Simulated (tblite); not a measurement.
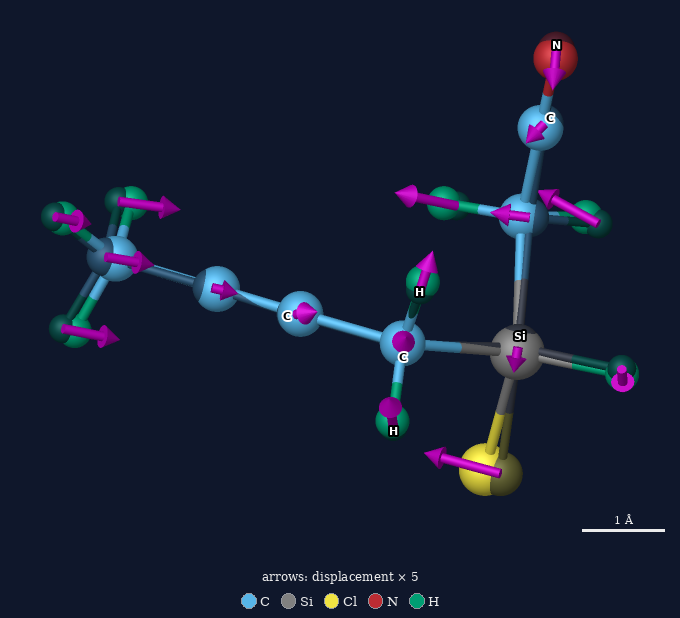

A relaxation of C₆H₈ClNSi. The starting structure is drawn faded, the final one solid; purple arrows show the displacements, 5 times their true length. The two geometries are superimposed by the best rigid fit.

Style: ball-and-stick. Shown from a free direction.

Method: GFN2-xTB geometry optimisation, gas phase (tblite 0.8.0). 

Question: What did the optimiser do to the structure, and how much energy did it gain?

Answer: Over 55 geometry steps the energy falls by 0.173 eV. The atom that moves furthest after the best rigid fit is the Cl atom (0.20 Å). Largest moves by element: Cl 0.20 Å, H 0.19 Å, C 0.13 Å, N 0.11 Å, Si 0.06 Å. Among the contacts that change: C–Si 1.863 → 1.922 Å, C–C 1.482 → 1.450 Å, C–C 1.459 → 1.429 Å, Cl–Si 2.049 → 2.022 Å. Bond angles that change, for instance: Cl–Si–H 105.4° → 109.8°, C–Si–C 112.1° → 107.8°, C–C–Si 114.2° → 111.1°. Cost: 0.85 s on 1 thread of Arm Neoverse N1 (shared host).
